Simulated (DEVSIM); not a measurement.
System: Al/AlN/p-Ge capacitor, at 400 K.

```tsv
layer (left to right)	material	thickness (nm)	Na (cm⁻³)
1	AlN	22.0	-
2	Ge	4300	1.9e16
```

Metal gate on the left, work function 4.1 eV. Fixed charge at the semiconductor interface 5.4e11 cm⁻² (in units of +e); no interface traps.

The device is made up for the run: typed textbook-type constants, with dimensions and the other settings drawn at random. Values at 300 K; Nc and Nv go as T^1.5, mobilities as T to minus their exponent, the gap by Varshni's rule with the affinity fixed.

```csv
parameter,AlN,Ge
gap (eV),6.1,0.664
affinity (eV),1.9,4
permittivity,8.5,16
Nc (cm⁻³),-,1.04e19
Nv (cm⁻³),-,6e18
Varshni α (eV/K),-,0.000477
Varshni β (K),-,235
```

Simulated with DEVSIM: 1D Poisson equation in equilibrium, Boltzmann statistics, complete ionisation; no quantum confinement or tunnelling. Metal contacts follow the ideal Schottky-Mott rule: no Fermi-level pinning, no interface dipoles.

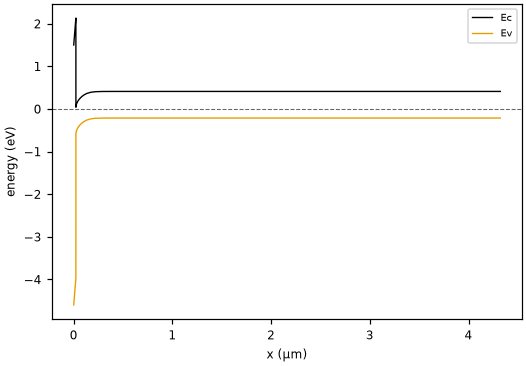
Figure. Band edges at 0.7 V on the gate

Energies count from the Fermi level of the right contact; mesh points crowd at the junctions.

| x (μm) | Ec (eV) | Ev (eV) | n (cm⁻³) | p (cm⁻³) | field (V/cm) |
|---|---|---|---|---|---|
| 0.000 | 1.500 | -4.600 | < 1e2 | < 1e2 | 290000 |
| 0.001558 | 1.545 | -4.555 | < 1e2 | < 1e2 | 290000 |
| 0.004978 | 1.644 | -4.456 | < 1e2 | < 1e2 | 290000 |
| 0.01207 | 1.849 | -4.251 | < 1e2 | < 1e2 | 290000 |
| 0.01929 | 2.057 | -4.043 | < 1e2 | < 1e2 | 290000 |
| 0.02147 | 2.120 | -3.979 | < 1e2 | < 1e2 | 290000 |
| 0.02270 | 0.049 | -0.575 | 3.8e18 | 5.3e11 | 180000 |
| 0.02695 | 0.101 | -0.523 | 8.5e17 | 2.4e12 | 89000 |
| 0.03557 | 0.156 | -0.468 | 1.7e17 | 1.2e13 | 48000 |
| 0.05521 | 0.226 | -0.398 | 2.3e16 | 9.0e13 | 29000 |
| 0.1038 | 0.328 | -0.296 | 1.2e15 | 1.7e15 | 15000 |
| 0.2924 | 0.410 | -0.214 | 1.1e14 | 1.9e16 | 270 |
| 0.6761 | 0.411 | -0.213 | 1.1e14 | 1.9e16 | ≈ 0 |
| 1.602 | 0.411 | -0.213 | 1.1e14 | 1.9e16 | ≈ 0 |
| 3.369 | 0.411 | -0.213 | 1.1e14 | 1.9e16 | ≈ 0 |
| 3.928 | 0.411 | -0.213 | 1.1e14 | 1.9e16 | ≈ 0 |
| 4.159 | 0.411 | -0.213 | 1.1e14 | 1.9e16 | ≈ 0 |
| 4.255 | 0.411 | -0.213 | 1.1e14 | 1.9e16 | ≈ 0 |
| 4.302 | 0.411 | -0.213 | 1.1e14 | 1.9e16 | ≈ 0 |
| 4.315 | 0.411 | -0.213 | 1.1e14 | 1.9e16 | ≈ 0 |
| 4.319 | 0.411 | -0.213 | 1.1e14 | 1.9e16 | ≈ 0 |
| 4.322 | 0.411 | -0.213 | 1.1e14 | 1.9e16 | ≈ 0 |
